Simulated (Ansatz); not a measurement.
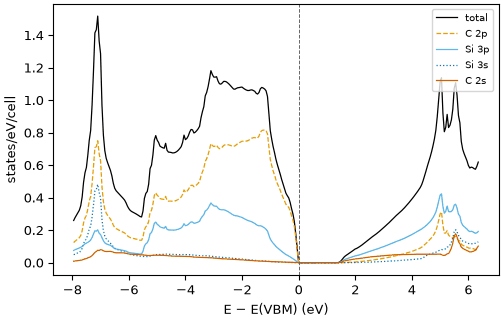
Fig. 1. Total and projected density of states of SiC (zinc blende, F-43m), plane-wave PAW PBE (Ansatz code)

Problem. Which orbitals carry the states next to the gap?

Solution. Top 1 eV of the valence band: C 2p 82 %, Si 3p 14 %. Bottom 1 eV of the conduction band: Si 3p 50 %, C 2s 27 %, C 2p 6 %, outside the projected shells 16 %. Projections are on Löwdin-orthogonalised atomic valence shells; empty p or d shells of many metals are not among them.

Problem. Where is the tallest occupied peak in this window, and what makes it?

Solution. Near -7.1 eV, about 1.5 states/eV per cell; the largest projected share is C 2p.

Symmetry was held in the PBE relaxation; phonons on a q-mesh show no instability.

Potentials: the later of the program's two PAW sets.
